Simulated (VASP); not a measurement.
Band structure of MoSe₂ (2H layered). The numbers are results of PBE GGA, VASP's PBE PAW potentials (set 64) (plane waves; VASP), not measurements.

Without a dispersion term in the relaxation, distances and binding between the weakly bound layers, chains or molecules are unreliable, and so is what depends on them.

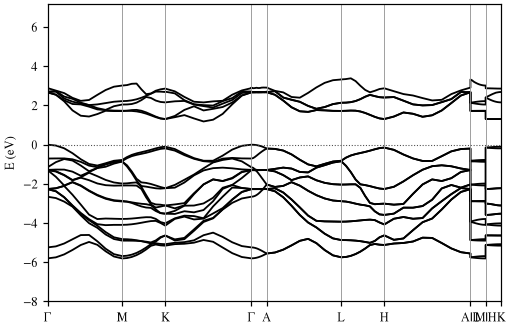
Figure: Bands along high-symmetry lines, zero at the valence-band maximum or, without a gap, the Fermi level

### Question
Read the plot: is there a gap, and where are the band edges?

### Answer
The gap is indirect, 1.18 eV, from the valence maximum at Γ to the conduction minimum at K-Γ at 0.44. (Edges off the drawn lines would not show.)

Measured: gap 1.09 eV (computed value off by +0.09 eV), as given by Li et al., (2013), arXiv:1302.0733.

The compound is MoSe2 in the 2H layered structure. It was relaxed first, which changed the volume by +11 %.
